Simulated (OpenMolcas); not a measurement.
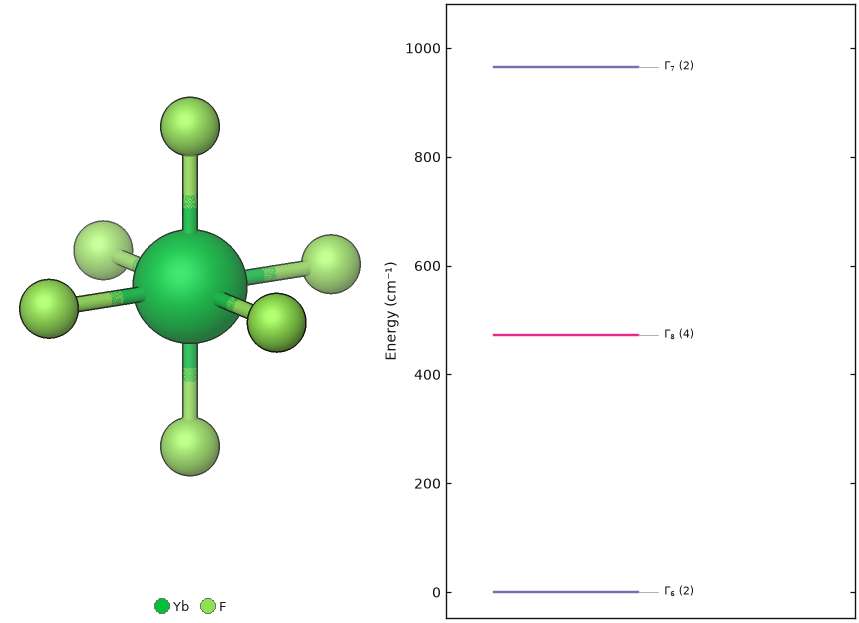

Yb³⁺ (4f¹³) as a dopant in KZnF₃, a cluster with its 6 nearest F⁻ at 2.027 Å (octahedron) embedded in model potentials and point charges; the geometry was set, not optimised, and its levels. Labels give the representation in O, Td, D4 or D3 as the site allows (double group for half-integer spin) where it could be assigned and, in brackets, the degeneracy; spin-free states, where drawn, share the zero of the spin-orbit levels. The calculation used state-averaged CASSCF, active space 13 electrons in the shell 4f, basis ANO-RCC-VDZP on all atoms, DKH2 scalar Hamiltonian, spin-orbit coupling by RASSI with atomic mean-field integrals (OpenMolcas).

What does the figure show?

Answer. The ground level is Γ₆, a Kramers doublet, 100 % from states of spin multiplicity 2, effective J = 3.48, with |mJ| = 1/2 the largest share (58 %). Its principal g values are 2.64, 2.64 and 2.64, isotropic. The next level lies at 472 cm⁻¹ (Γ₈). The lowest J multiplet spreads over 965 cm⁻¹. The active orbitals hold 99 to 100 % metal character (Löwdin), and the Mulliken charge of the metal is +2.95.

Note: the geometry is set by hand, with no relaxation and no charge compensation.
